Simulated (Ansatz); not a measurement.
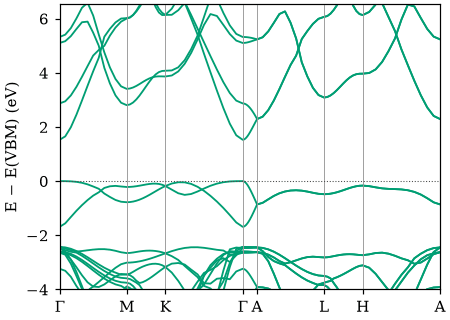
Fig. 1. Band structure from the program Ansatz at the r²SCAN+D4 level (PAW)

Task: Read off the gap and where the band edges lie.

Result: About 1.5 eV (1.53 eV by a search for the band edges); maximum at Γ, minimum at Γ.

Task: Which compound is it?
A. GaO, P6_3/mmc (Ga on 4f, O on 4f)
B. WS2, P6_3/mmc (W on 2c, S on 4f)
C. MoS2, P6_3/mmc (Mo on 2b, S on 4f)
D. Si2MoN4, P6_3/mmc (Mo on 2c, N on 4f, Si on 4f, N on 4e)

Result: A, GaO, P6_3/mmc (Ga on 4f, O on 4f)

The start of the workflow was typed in or built on a structure type; neither database checked (COD, Materials Project) lists it. Its standing as an ambient phase is unchecked. The cell was relaxed with r²SCAN+D4 under the symmetry of its start; its stability against distortions is not shown here. Scalar-relativistic: spin–orbit coupling is off unless named, which matters more the heavier the elements.

Potentials: the earlier of the program's two PAW sets.
